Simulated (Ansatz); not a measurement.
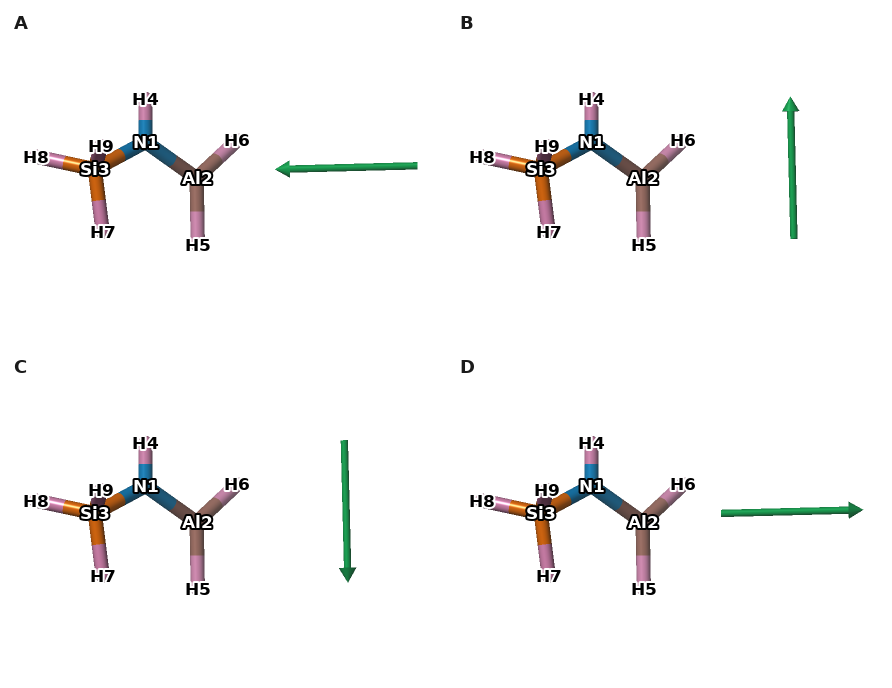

The same molecule four times, each with an arrow. The computed structure is the end point of a PBE-D4/def2-SVP optimisation. No frequency run is at hand to confirm it as a minimum. Level of theory: RKS PBE-D4/def2-SVP (Ansatz 0.2.0).

### Which arrow points along the dipole moment, from the negative to the positive end?

B. The dipole moment is 0.97 D; it points from the side of H5 to the side of H4 (the outermost atoms at the two ends).
